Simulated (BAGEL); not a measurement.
**CHClF2O (SMILES OC(F)(F)Cl): PBE0/6-31G(d) (density fitting with qzvpp-jkfit, spherical functions)**

Aim: the energy change on altering one bond length of CHClF2O at PBE0/6-31G* (density fitting with qzvpp-jkfit, spherical functions), from 2 runs. 

Program for the calculation: BAGEL 1.2.2.

1 further run of the same task is left out (set aside as unsound or not needed). Runs told in other sessions of the task aren't counted.

### 1 Starting point

CHClF2O has 6 atoms, charge 0, and is taken as a singlet. As SMILES, `OC(F)(F)Cl`. Geometry: relaxed at PBE0-D4/def2-TZVP. This is one conformer, not always the lowest.

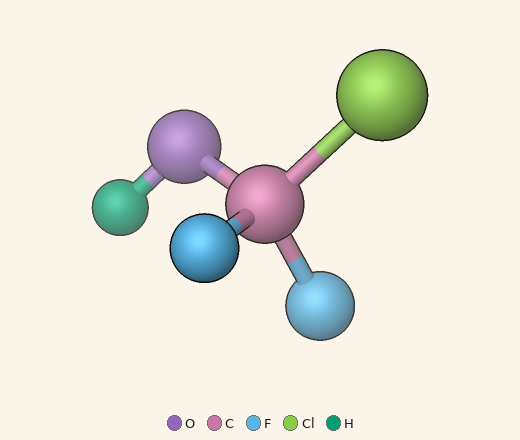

The structure, seen from a chosen angle (oxygen purple, carbon pink, fluorine blue, chlorine green, hydrogen teal).

### 2 A single-point energy at PBE0/6-31G(d) (density fitting with qzvpp-jkfit, spherical functions)

input.json reads:

```json
{ "bagel": [

{
  "title": "molecule",
  "basis": "6-31gs.json",
  "df_basis": "qzvpp-jkfit",
  "angstrom": true,
  "geometry": [
    { "atom": "O", "xyz": [       0.108700,       0.330700,       1.041300 ] },
    { "atom": "C", "xyz": [       0.025500,       0.014400,      -0.260600 ] },
    { "atom": "F", "xyz": [      -1.234500,      -0.290400,      -0.615400 ] },
    { "atom": "F", "xyz": [       0.761100,      -1.071500,      -0.553600 ] },
    { "atom": "Cl", "xyz": [       0.588100,       1.375700,      -1.215700 ] },
    { "atom": "H", "xyz": [      -0.206800,      -0.422900,       1.557800 ] }
  ]
},

{ "title": "ks", "xc_func": "pbe0" },

{ "title": "print", "file": "orbitals.molden", "orbitals": true }

]}
```

The basis set 6-31G* is read from a file made from the Basis Set Exchange's data (not shown).

Launch:

```
$ BAGEL_NUM_THREADS=1 BAGEL input.json > input.out
```

Log:

```text
* using 1 threads per process

  ===============================================================
  ===============================================================

  *** Geometry ***

  { "atom" : "O", "xyz" : [      0.205413,      0.624932,      1.967772 ] },
  { "atom" : "C", "xyz" : [      0.048188,      0.027212,     -0.492463 ] },
  { "atom" : "F", "xyz" : [     -2.332867,     -0.548776,     -1.162937 ] },
  { "atom" : "F", "xyz" : [      1.438271,     -2.024842,     -1.046152 ] },
  { "atom" : "Cl", "xyz" : [      1.111348,      2.599696,     -2.297340 ] },
  { "atom" : "H", "xyz" : [     -0.390795,     -0.799165,      2.943815 ] },

  Number of auxiliary basis functions:      452

  Since a DF basis is specified, we compute 2- and 3-index integrals:
    o Being stored without compression. Storage requirement is 0.021 GB

  Number of basis functions:       76
  Number of electrons      :       50

    * METHOD: MOLECULE                             0.17

  *** Kohn-Sham DFT ***

    * Removing 11386 points whose weight is below 1.00e-10
    * Grid points: 78050

  === Nuclear Repulsion ===
   251.2856728570

       - DIIS with orbital gradients will be used.

  === KS iteration (pbe0 / 6-31gs.json) ===
      0       -737.04512575          0.14849563           0.23
      1       -680.32472583          0.23272104           0.23
      2       -697.77110418          0.23298112           0.23
      3       -758.79841442          0.14617640           0.23
      4       -764.21107272          0.09116327           0.23
      5       -769.49476563          0.07368016           0.23
      6       -773.21991329          0.01411263           0.23
      7       -773.30413343          0.00712007           0.23
      8       -773.32459538          0.00256635           0.23
      9       -773.32697436          0.00151226           0.23
     10       -773.32777392          0.00046203           0.23
     11       -773.32785733          0.00009505           0.24
     12       -773.32786099          0.00001809           0.22
     13       -773.32786112          0.00000448           0.23
     14       -773.32786113          0.00000119           0.24
     15       -773.32786113          0.00000042           0.24
     16       -773.32786113          0.00000010           0.24
     17       -773.32786113          0.00000004           0.24
     18       -773.32786113          0.00000001           0.24
     19       -773.32786113          0.00000000           0.24
    * SCF iteration converged.

    * Permanent dipole moment:
           (    0.195209,     0.443325,    -0.599038) a.u.

    * METHOD: KS                                   4.94

    * METHOD: PRINT                                0.01

  ===============================================================
```

Run time: 5.4 s. Hardware: 1 thread of Arm Neoverse V2, shared host; peak memory 0.32 GiB.

### 3 The distorted shape

input.json reads:

```json
{ "bagel" : [

{
  "title" : "molecule",
  "basis" : "6-31gs.json",
  "df_basis" : "qzvpp-jkfit",
  "angstrom" : true,
  "geometry" : [
    { "atom" : "O", "xyz" : [       0.150298,       0.488843,       1.692221 ] },
    { "atom" : "C", "xyz" : [       0.025500,       0.014400,      -0.260600 ] },
    { "atom" : "F", "xyz" : [      -1.234500,      -0.290400,      -0.615400 ] },
    { "atom" : "F", "xyz" : [       0.761100,      -1.071500,      -0.553600 ] },
    { "atom" : "Cl", "xyz" : [       0.588100,       1.375700,      -1.215700 ] },
    { "atom" : "H", "xyz" : [      -0.165202,      -0.264757,       2.208721 ] }
  ]
},

{
  "title" : "ks",
  "xc_func" : "pbe0"
},

{
  "title" : "print",
  "file" : "orbitals.molden",
  "orbitals" : true
}

]}
```

The basis set 6-31G* is read from a file made from the Basis Set Exchange's data (not shown).

Launch:

```
$ BAGEL_NUM_THREADS=1 BAGEL input.json > input.out
```

Log:

```text
* using 1 threads per process

  ===============================================================
  ===============================================================

  *** Geometry ***

  { "atom" : "O", "xyz" : [      0.284022,      0.923779,      3.197834 ] },
  { "atom" : "C", "xyz" : [      0.048188,      0.027212,     -0.492463 ] },
  { "atom" : "F", "xyz" : [     -2.332867,     -0.548776,     -1.162937 ] },
  { "atom" : "F", "xyz" : [      1.438271,     -2.024842,     -1.046152 ] },
  { "atom" : "Cl", "xyz" : [      1.111348,      2.599696,     -2.297340 ] },
  { "atom" : "H", "xyz" : [     -0.312187,     -0.500318,      4.173878 ] },

  Number of auxiliary basis functions:      452

  Since a DF basis is specified, we compute 2- and 3-index integrals:
    o Being stored without compression. Storage requirement is 0.021 GB

  Number of basis functions:       76
  Number of electrons      :       50

    * METHOD: MOLECULE                             0.17

  *** Kohn-Sham DFT ***

    * Removing 10255 points whose weight is below 1.00e-10
    * Grid points: 79181

  === Nuclear Repulsion ===
   231.3574722199

       - DIIS with orbital gradients will be used.

  === KS iteration (pbe0 / 6-31gs.json) ===
      0       -727.78040828          0.14148180           0.23
      1       -592.87599712          0.12845743           0.22
      2       -719.52656798          0.18270345           0.24
      3       -740.51011165          0.13276815           0.23
      4       -743.61268993          0.13111295           0.23
      5       -743.71856530          0.13038179           0.23
      6       -743.54973303          0.13101871           0.23
      7       -593.37151612          0.16225931           0.22
      8       -750.47027958          0.09833073           0.23
      9       -768.78169375          0.07466409           0.23
     10       -767.06669905          0.09635600           0.23
     11       -763.54954647          0.08725809           0.24
     12       -764.29097667          0.08850238           0.22
     13       -714.75643671          0.18637707           0.23
     14       -772.66369576          0.03154712           0.21
     15       -773.16587243          0.00994554           0.22
     16       -773.16331932          0.00995188           0.23
     17       -773.20293722          0.00453975           0.22
     18       -773.21084946          0.00236328           0.21
     19       -773.21334563          0.00036266           0.22
     20       -773.21344250          0.00008062           0.23
     21       -773.21344672          0.00001675           0.22
     22       -773.21344686          0.00000822           0.22
     23       -773.21344687          0.00000344           0.22
     24       -773.21344688          0.00000210           0.24
     25       -773.21344688          0.00000019           0.25
     26       -773.21344688          0.00000010           0.23
     27       -773.21344688          0.00000003           0.23
     28       -773.21344688          0.00000001           0.22
    * SCF iteration converged.

    * Permanent dipole moment:
           (    0.182431,     0.472733,     0.169176) a.u.

    * METHOD: KS                                   6.88

    * METHOD: PRINT                                0.01

  ===============================================================
```

It took 7.2 s on 1 thread of Arm Neoverse V2, shared host; peak memory 0.32 GiB.

### 4 Outcome

Level: PBE0/6-31G* (density fitting with qzvpp-jkfit, spherical functions).

```
                                                         quantity          value
                                        first shape: total energy  -773.32786 Eh
                                       first shape: dipole moment         1.96 D
                                         first shape: HOMO energy       -9.37 eV
                                         first shape: LUMO energy        0.64 eV
                                       first shape: HOMO–LUMO gap       10.01 eV
                                    distorted shape: total energy  -773.21345 Eh
                                   distorted shape: dipole moment         1.36 D
                                     distorted shape: HOMO energy       -8.34 eV
                                     distorted shape: LUMO energy       -2.61 eV
                                   distorted shape: HOMO–LUMO gap        5.74 eV
energy change with the O1–C2 bond stretched from 1.342 to 2.013 Å       3.113 eV
```

**Reading.** With the O1–C2 bond stretched from 1.342 to 2.013 Å the energy rises by 3.11 eV (72 kcal/mol). The first shape isn't relaxed at this level, so the change isn't measured from a minimum.
